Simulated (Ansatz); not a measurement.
## Single-point calculation of Si₄H₈ (charge −1)

System: Si₄H₈ (cyclo-(SiH2)4), charge −1, multiplicity 2.
Method: UKS r2SCANh-d4/6-31G* (Ansatz 0.2.0).

Some settings of this run were made unusual or wrong on purpose. The geometry comes from this level: PBE-D4/def2-SVP. Figures and captions count atoms from 1; the log counts them from 0 in places.

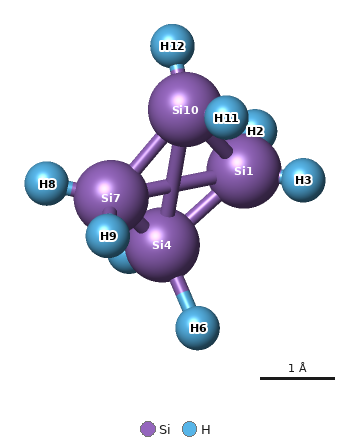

**Figure 1.** The structure (ball-and-stick view, seen at a tilt; atoms are numbered from 1 in the order of the input).

Input
```yaml
crystal:
  periodic: [false, false, false]
  atoms:
    - {symbol: Si, position_ang: [0.620284, -0.959336, 0.035685]}
    - {symbol: H, position_ang: [0.368933, -1.999435, 0.034417]}
    - {symbol: H, position_ang: [1.426404, -1.085886, -0.071212]}
    - {symbol: Si, position_ang: [-0.025395, -0.003499, 0.990306]}
    - {symbol: H, position_ang: [-0.565959, -0.377208, 1.511465]}
    - {symbol: H, position_ang: [0.832036, 0.470541, 1.748289]}
    - {symbol: Si, position_ang: [-0.656308, 0.742577, 0.088975]}
    - {symbol: H, position_ang: [-1.508306, 1.011941, 0.061355]}
    - {symbol: H, position_ang: [-0.266951, 1.913158, -0.055832]}
    - {symbol: Si, position_ang: [-0.102571, -0.029638, -1.155330]}
    - {symbol: H, position_ang: [0.586978, 0.345588, -1.496555]}
    - {symbol: H, position_ang: [-0.599173, -0.509765, -1.734641]}
basis:
  gaussian: {orbitals: "6-31G*"}
total_charge: -1
magnetization: {spin_polarized: true, initial_magnetization: 1}
hamiltonian: {xc: {name: r2SCANh}, dispersion: d4}
scf: {omitted_lower_state_checks: [starts]}
output: {forces: true}
```

Launch command:
```bash
ansatz run in.yaml --threads 4 --pin off --events-out ev --progress --plain --max-ram 3916MiB
```

Log
```
Functional definition: r2SCANh
  name "r2SCANh"
  cite "Bursch, Neugebauer, Ehlert & Grimme, J. Chem. Phys. 156, 134105 (2022) doi:10.1063/5.0086040"
  cite "Furness, Kaplan, Ning, Perdew & Sun, J. Phys. Chem. Lett. 11, 8208 (2020) doi:10.1021/acs.jpclett.0c02405"
  cite "Furness, Kaplan, Ning, Perdew & Sun, J. Phys. Chem. Lett. 11, 9248 (2020) doi:10.1021/acs.jpclett.0c03077"
  parent r2scan
  parameter a = 0.1
  parameter k0 = 0.174
  parameter k1 = 0.065
  parameter a1 = 4.9479
  exchange = (1 - a)*r2scan_x(k0 = k0, k1 = k1, a1 = a1) + a*exact_x
  correlation = r2scan_c
these checks for a lower state are left out or cut short: starts
917 factors; integrals over basis functions are off by at most 3.5e-4 eV
mean field evaluation 1: about -31514.5181 eV, gradient 3.3e1 eV
mean field evaluation 2: about -31508.4229 eV, gradient 4.7e1 eV
mean field evaluation 4: about -31521.9956 eV, gradient 1.2e0 eV
mean field evaluation 8: about -31522.2173 eV, gradient 7.0e-2 eV
mean field evaluation 16: about -31522.2174 eV, gradient 2.9e-4 eV
a density is far from that of the atoms, so the factors are made again for it
961 factors; integrals over basis functions are off by at most 9.5e-5 eV
mean field -31522.21738517 eV, -1158.4201223787 hartree, gradient 1.5e-5 eV, S^2 0.753853; 0 other end points of the search recorded, 0 dependent functions left out
the calculation of the forces begins
reference -31522.21740022 eV, -1158.4201229317 hartree; 33, 32 occupied and 59, 60 virtual orbitals, 961 factors
Total energy: -31522.34357809 eV, -1158.4247598829 hartree
Atom 0 at     0.620284    -0.959336     0.035685 Å, force   -28.297034   -15.417446    -4.853055 eV/Å
Atom 1 at     0.368933    -1.999435     0.034417 Å, force    -5.339975   -21.412544     0.431542 eV/Å
Atom 2 at     1.426404    -1.085886    -0.071212 Å, force    65.493613    -9.506678    -8.638043 eV/Å
Atom 3 at    -0.025395    -0.003499     0.990306 Å, force    51.340439     8.884793    41.822010 eV/Å
Atom 4 at    -0.565959    -0.377208     1.511465 Å, force   -39.398013   -27.704003    39.882056 eV/Å
Atom 5 at     0.832036     0.470541     1.748289 Å, force     6.036714     3.576736     6.834140 eV/Å
Atom 6 at    -0.656308     0.742577     0.088975 Å, force    -8.566250    42.580593   -23.539068 eV/Å
Atom 7 at    -1.508306     1.011941     0.061355 Å, force   -46.906512    14.708307    -0.863820 eV/Å
Atom 8 at    -0.266951     1.913158    -0.055832 Å, force     2.629751     9.144918    -1.269635 eV/Å
Atom 9 at    -0.102571    -0.029638    -1.155330 Å, force   -17.054410    -5.719356     5.534267 eV/Å
Atom 10 at     0.586978     0.345588    -1.496555 Å, force    45.695994    25.200957   -24.090494 eV/Å
Atom 11 at    -0.599173    -0.509765    -1.734641 Å, force   -25.634317   -24.336278   -31.249901 eV/Å
Dipole moment:    -0.044961    -0.151541    -0.174224 e Å
Checks for a lower state left out: starts
```

Outcome

| quantity | value |
| --- | --- |
| outcome | converged |
| total energy | −31522.3436 eV |
| mean-field energy | −31522.2174 eV |
| dispersion energy | −0.1262 eV |
| ⟨S²⟩ | 0.754 |
| SCF solution under orbital rotations | stable |
| largest force (length of the vector) | 66.812 eV/Å |
| hardware | 4 threads of Arm Neoverse V1, 23 GiB of memory available, shared host |
| wall time | 11 s (CPU time 40 s) |
| peak memory | 0.41 GiB |

What went wrong

A setting was made wrong on purpose: squeeze. The run converged all the same; its numbers are those of the faulty input and shouldn't be used.
